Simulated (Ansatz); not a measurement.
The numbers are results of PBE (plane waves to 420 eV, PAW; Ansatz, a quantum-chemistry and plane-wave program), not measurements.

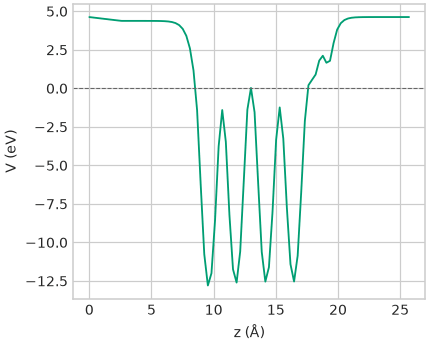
Figure: Planar average of the electrostatic potential across the slab, in eV from the Fermi level, for Sn on the 1x1 (0001) surface of hcp Ti, one in a 2x2 cell, started at the site 'hollow Ti-Ti-Ti over Ti at depth 2.2 Å'

Set-up: 17 atoms, 6.8 Å thick at the start under the adsorbate (thin: gaps and levels are the slab's own); mesh 6x6x1; 0.1 eV smearing; dipole correction on; 8 atoms held, the rest relaxed; held to the start's symmetry, so lower structures may exist; no spin, no spin-orbit, no U, no dispersion correction. At the end it is bonded to 3 Ti. In PBE it is, or lies within 0.03 eV of, the lowest of the starts that converged.

The vacuum level lies 4.63 eV above the Fermi level over the top face and 4.38 eV above it under the bottom face.
